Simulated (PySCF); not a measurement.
**BSiH4OF (SMILES FBO[SiH3]) at 6 levels**

Wanted: a comparison of 6 runs (HF/STO-3G, HF/3-21G, HF/def2-SVP, PBE0/3-21G, PBE0/def2-SVP, TPSSh/6-311G**) of BSiH4OF. 

Program for the calculation: PySCF 2.14.0.

### Step 1. The structure to begin with

The species is BSiH4OF (8 atoms), meant as a singlet with charge 0. As SMILES, `FBO[SiH3]`. The shape is that of a PBE0-D4/def2-TZVP optimisation. This is one conformer, not always the lowest.

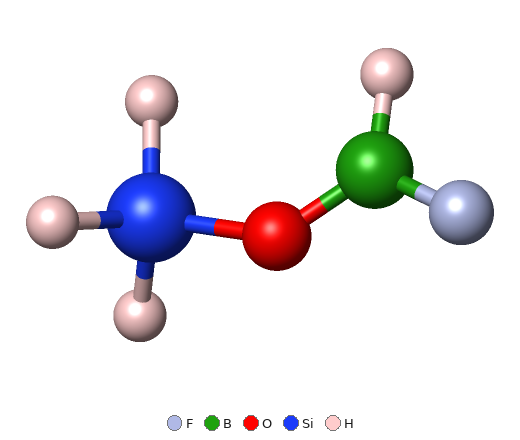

Viewed from a chosen angle; fluorine light blue, boron green, oxygen red, silicon blue, hydrogen pink.

### Step 2. Energy and forces at HF/STO-3G (run 1)

Contents of job.py:

```python
import pyscf.grad
from pyscf import gto

mol = gto.Mole()
mol.atom = [
    ('F', (-1.599400, -1.699200, 1.426100)),
    ('B', (-0.685400, -0.787600, 1.133000)),
    ('O', (-0.487500, -0.477100, -0.157600)),
    ('Si', (0.521000, 0.572800, -0.945400)),
    ('H', (-0.075300, -0.278500, 2.029800)),
    ('H', (-0.317100, 1.531000, -1.702400)),
    ('H', (1.370700, 1.295700, 0.034600)),
    ('H', (1.365000, -0.214300, -1.873700)),
]
mol.basis = 'sto-3g'
mol.max_memory = 1860
mol.spin = 0
mol.verbose = 4
mol.build()

myscf = mol.RHF()
myscf.conv_tol = 1e-10
myscf.kernel()
if not myscf.converged:
    myscf = myscf.newton().run(myscf.mo_coeff, myscf.mo_occ)

etot = myscf.e_tot
print(f'total energy: {etot:.8f} hartree')
grad = myscf.Gradients().kernel()
myscf.analyze()
```

Launch:

```console
$ OMP_NUM_THREADS=1 python job.py
```

Standard output:

```text
PySCF version 2.14.0

[... 77 lines left out ...]
Nuclear Repulsion Energy =             151.784365842056587
[... 3 lines left out ...]
DFT Exchange-Correlation Energy =      -44.521209555957626
[... 5 lines left out ...]
MO #4   energy= -7.44633224595934  occ= 2
[... 3 lines left out ...]
MO #8   energy= -4.03714850471174  occ= 2
[... 3 lines left out ...]
MO #12  energy= -0.625470386860941 occ= 2
[... 3 lines left out ...]
MO #16  energy= -0.464351302943958 occ= 2
[... 3 lines left out ...]
MO #20  energy= -0.355328456428144 occ= 2
[... 3 lines left out ...]
MO #24  energy= 0.54566966142099   occ= 0
[... 3 lines left out ...]
MO #28  energy= 0.92956033215824   occ= 0
 ** Mulliken pop on meta-lowdin orthogonal AOs  **
 ** Mulliken pop  **
pop of  0 F 1s            1.99994
pop of  0 F 2s            1.82529
pop of  0 F 2px           1.68589
pop of  0 F 2py           1.68271
pop of  0 F 2pz           1.91651
pop of  1 B 1s            1.99960
pop of  1 B 2s            0.85677
pop of  1 B 2px           0.59379
pop of  1 B 2py           0.57433
pop of  1 B 2pz           0.76843
pop of  2 O 1s            1.99988
pop of  2 O 2s            1.59105
pop of  2 O 2px           1.64026
pop of  2 O 2py           1.61378
pop of  2 O 2pz           1.47315
pop of  3 Si 1s           2.00000
pop of  3 Si 2s           1.99986
pop of  3 Si 3s           1.07336
pop of  3 Si 2px          1.99907
pop of  3 Si 2py          1.99908
pop of  3 Si 2pz          1.99905
pop of  3 Si 3px          0.71941
pop of  3 Si 3py          0.71313
pop of  3 Si 3pz          0.75323
pop of  4 H 1s            1.09630
pop of  5 H 1s            1.14118
pop of  6 H 1s            1.14378
pop of  7 H 1s            1.14115
 ** Mulliken atomic charges  **
charge of    0F =     -0.11034
charge of    1B =      0.20708
charge of    2O =     -0.31812
charge of    3Si =      0.74381
charge of    4H =     -0.09630
charge of    5H =     -0.14118
charge of    6H =     -0.14378
charge of    7H =     -0.14115
Dipole moment(X, Y, Z, Debye):  1.26005,  1.30499, -0.92913
```

It took 3.3 s on 1 thread of Intel Xeon at 2.70GHz, shared host; peak memory 0.12 GiB.

### Step 3. Energy and gradient at HF/3-21G (run 2)

Contents of start.xyz:

```xyz
8

F     -1.599400    -1.699200     1.426100
B     -0.685400    -0.787600     1.133000
O     -0.487500    -0.477100    -0.157600
Si     0.521000     0.572800    -0.945400
H     -0.075300    -0.278500     2.029800
H     -0.317100     1.531000    -1.702400
H      1.370700     1.295700     0.034600
H      1.365000    -0.214300    -1.873700
```

Contents of run.py:

```python
import pyscf.grad
from pyscf import gto, scf

mol = gto.M(
    atom='start.xyz',
    verbose=4,
    spin=0,
    max_memory=1860,
    basis='3-21g',
)

mf = scf.RHF(mol)
mf.conv_tol = 1e-10
mf.kernel()
if not mf.converged:
    mf = mf.newton().run(mf.mo_coeff, mf.mo_occ)

e_final = mf.e_tot
print('E = %.10f Eh' % e_final)
grad = mf.Gradients().kernel()
dip = mf.dip_moment()
pop, q = mf.mulliken_pop()
```

Launch:

```console
$ OMP_NUM_THREADS=1 python run.py
```

Standard output:

```text
PySCF version 2.14.0

[... 62 lines left out ...]
converged SCF energy = -487.769991565172
[... 12 lines left out ...]
Dipole moment(X, Y, Z, Debye):  1.89717,  1.88342, -0.51358
[... 18 lines left out ...]
pop of  1 B 3pz           0.11146
pop of  2 O 1s            1.98534
pop of  2 O 2s            0.39975
pop of  2 O 3s            1.46833
pop of  2 O 2px           0.72594
pop of  2 O 2py           0.71841
pop of  2 O 2pz           0.69392
pop of  2 O 3px           1.00519
pop of  2 O 3py           0.99756
pop of  2 O 3pz           0.89772
pop of  3 Si 1s           1.99856
pop of  3 Si 2s           1.97223
pop of  3 Si 3s           0.68957
pop of  3 Si 4s           0.42157
pop of  3 Si 2px          1.95655
pop of  3 Si 2py          1.95638
pop of  3 Si 2pz          1.95710
pop of  3 Si 3px          0.47920
pop of  3 Si 3py          0.47351
pop of  3 Si 3pz          0.51242
pop of  3 Si 4px          0.12746
pop of  3 Si 4py          0.12367
pop of  3 Si 4pz          0.12072
pop of  4 H 1s            0.46361
pop of  4 H 2s            0.65147
pop of  5 H 1s            0.43212
pop of  5 H 2s            0.78455
pop of  6 H 1s            0.43116
pop of  6 H 2s            0.78732
pop of  7 H 1s            0.43211
pop of  7 H 2s            0.78450
 ** Mulliken atomic charges  **
charge of    0F =     -0.38729
charge of    1B =      0.83523
charge of    2O =     -0.89216
charge of    3Si =      1.21106
charge of    4H =     -0.11508
charge of    5H =     -0.21667
charge of    6H =     -0.21848
charge of    7H =     -0.21661
```

Run time: 2.9 s. Hardware: 1 thread of Intel Xeon at 2.70GHz, shared host; peak memory 0.12 GiB.

Runs 3 to 5 aren't shown in full; the table further down has their settings and results.

### Step 4. Energy and forces at TPSSh/6-311G(d,p) (run 6)

Contents of calc.py:

```python
from pyscf import gto, dft

system = gto.M(
    atom=[
    ('F', (-1.599400, -1.699200, 1.426100)),
    ('B', (-0.685400, -0.787600, 1.133000)),
    ('O', (-0.487500, -0.477100, -0.157600)),
    ('Si', (0.521000, 0.572800, -0.945400)),
    ('H', (-0.075300, -0.278500, 2.029800)),
    ('H', (-0.317100, 1.531000, -1.702400)),
    ('H', (1.370700, 1.295700, 0.034600)),
    ('H', (1.365000, -0.214300, -1.873700)),
],
    charge=0,
    max_memory=1860,
    basis='6-311g**',
    verbose=4,
)

myscf = dft.RKS(system, xc='tpssh')
myscf.grids.level = 5
myscf.conv_tol = 1e-10
myscf.kernel()
if not myscf.converged:
    myscf = myscf.newton().run(myscf.mo_coeff, myscf.mo_occ)

etot = myscf.e_tot
print('E(%s) = %.9f' % ('TPSSH', etot))
grad = myscf.nuc_grad_method().kernel()
myscf.analyze()
```

Launch:

```console
$ OMP_NUM_THREADS=1 python calc.py
```

Standard output:

```text
PySCF version 2.14.0

[... 75 lines left out ...]
converged SCF energy = -492.031788129492
[... 25 lines left out ...]
MO #4   energy= -6.76737746835548  occ= 2
[... 9 lines left out ...]
MO #14  energy= -0.462130357738327 occ= 2
[... 9 lines left out ...]
MO #24  energy= 0.0492211381396524 occ= 0
[... 9 lines left out ...]
MO #34  energy= 0.323329038741856  occ= 0
[... 9 lines left out ...]
MO #44  energy= 0.811219235113499  occ= 0
[... 9 lines left out ...]
MO #54  energy= 1.12100603345724   occ= 0
[... 9 lines left out ...]
MO #64  energy= 1.57549815899786   occ= 0
[... 9 lines left out ...]
MO #74  energy= 2.119352816547     occ= 0
[... 9 lines left out ...]
MO #84  energy= 3.32936118243732   occ= 0
[... 9 lines left out ...]
MO #94  energy= 5.59299477874214   occ= 0
[... 9 lines left out ...]
MO #104 energy= 141.311741360228   occ= 0
[... 76 lines left out ...]
pop of  3 Si 6pz          0.00008
pop of  3 Si 3dxy         0.01056
pop of  3 Si 3dyz         0.01056
pop of  3 Si 3dz^2        0.00331
pop of  3 Si 3dxz         0.01098
pop of  3 Si 3dx2-y2      0.00462
pop of  4 H 1s            1.01656
pop of  4 H 2s            0.00592
pop of  4 H 3s            0.00110
pop of  4 H 2px           0.00050
pop of  4 H 2py           0.00036
pop of  4 H 2pz           0.00135
pop of  5 H 1s            1.09428
pop of  5 H 2s            0.00474
pop of  5 H 3s            0.00091
pop of  5 H 2px           0.00170
pop of  5 H 2py           0.00179
pop of  5 H 2pz           0.00116
pop of  6 H 1s            1.10359
pop of  6 H 2s            0.00456
pop of  6 H 3s            0.00108
pop of  6 H 2px           0.00139
pop of  6 H 2py           0.00101
pop of  6 H 2pz           0.00219
pop of  7 H 1s            1.09419
pop of  7 H 2s            0.00474
pop of  7 H 3s            0.00091
pop of  7 H 2px           0.00138
pop of  7 H 2py           0.00153
pop of  7 H 2pz           0.00174
 ** Mulliken atomic charges  **
charge of    0F =     -0.27010
charge of    1B =      0.42516
charge of    2O =     -0.57037
charge of    3Si =      0.76399
charge of    4H =     -0.02579
charge of    5H =     -0.10458
charge of    6H =     -0.11382
charge of    7H =     -0.10449
Dipole moment(X, Y, Z, Debye):  1.28138,  1.29419, -0.58484
```

Run time: 70 s. Hardware: 1 thread of Intel Xeon at 2.70GHz, shared host; peak memory 1 GiB.

### Step 5. Overview of the runs

| run | level | integration grid | energy (Eh) | dipole moment (D) | HOMO energy (eV) | LUMO energy (eV) | wall time |
| --- | --- | --- | --- | --- | --- | --- | --- |
| 1 | HF/STO-3G | – | -484.318870 | 2.04 | -9.67 | 9.45 | 3.3 s |
| 2 | HF/3-21G | – | -487.769992 | 2.72 | -12.91 | 3.98 | 2.9 s |
| 3 | HF/def2-SVP | – | -490.147781 | 2.18 | -13.04 | 4.01 | 9.3 s |
| 4 | PBE0/3-21G | 5 | -488.966620 | 2.32 | -9.04 | 0.68 | 16 s |
| 5 | PBE0/def2-SVP | 5 | -491.363018 | 1.91 | -9.37 | 0.45 | 24 s |
| 6 | TPSSh/6-311G** | 5 | -492.031788 | 1.91 | -8.63 | -0.22 | 70 s |

### Step 6. Summary of results

| quantity | value |
| --- | --- |
| run 6: total energy | -492.03179 Eh |
| run 6: dipole moment | 1.91 D |
| run 6: HOMO energy | -8.63 eV |
| run 6: LUMO energy | -0.22 eV |
| run 6: HOMO–LUMO gap | 8.41 eV |
| run 6: largest force on an atom | 0.535 eV/Å |

In words: The dipole moment (its size) runs from 1.91 D (PBE0/def2-SVP) to 2.72 D (HF/3-21G). The two ends differ in method and basis. The HOMO–LUMO gap runs from 8.41 eV (TPSSh/6-311G**) to 19.12 eV (HF/STO-3G). Totals of different functionals can't be ranked against each other. In run 1 the basis is minimal, so the values are rough. All runs together took 2.1 min, the longest 70 s.
